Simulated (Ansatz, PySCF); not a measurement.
Breaking the B1–Br4 bond in BBrH2 (SMILES BBr) (multiplicity 1 held, fragments rigid). Energies count from the point at 1.903 Å.
Geometry at that point (charge 0, multiplicity 1):
```tsv
atom	x (Å)	y (Å)	z (Å)
B	-0.8490	-1.2912	0.2112
H	-0.4717	-2.0737	1.0149
H	-1.8265	-1.4215	-0.4431
Br	0.1869	0.2843	-0.0465
```

Restricted levels (R-, RO-) in cc, def2 and unpolarised 6-31G sets keep to the state of the molecule at rest. Unrestricted levels (U-) break spin symmetry where that is lower. Active spaces are followed from a long bond inwards. Left out are points that failed, MP2 points in a non-variational dive below the minimum, coupled-cluster points behind a sign of a changed root (a jump of the amplitudes, or a one-step jump against full CI or MRCI), small-basis points behind a change of solution, and semi-empirical points at long bonds. Curves can end on different states.

Frozen-core correlation. Filled d and f shells under p-block atoms count as core. Rows in LANL2DZ carry no dispersion term and start afresh at each structure. LANL2DZ brings its own core potentials from Na on.

Run with Ansatz (Gaussian basis) for Hartree–Fock, density functionals and correlated methods; PySCF for LANL2DZ rows. 

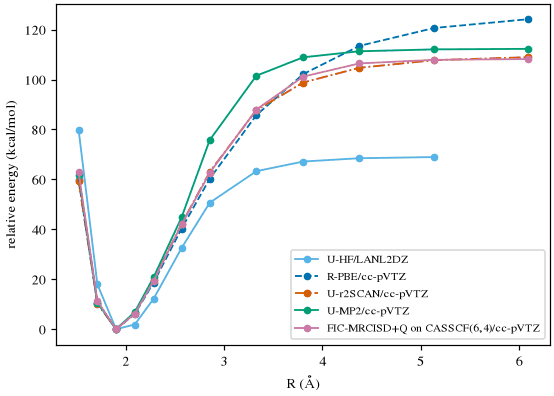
Figure: Relative energy along the coordinate

Task: Read off the U-HF/LANL2DZ curve at R = 5.138.

Result: about 69 kcal/mol

Doubts at one or more of the structures used: a spin-contaminated determinant (U-HF/LANL2DZ, U-r2SCAN/cc-pVTZ, U-MP2/cc-pVTZ); a restricted determinant that unrestricted orbitals would lower (R-PBE/cc-pVTZ); active orbitals that take no part (FIC-MRCISD+Q on CASSCF(6,4)/cc-pVTZ).

Ansatz is a first-principles code.
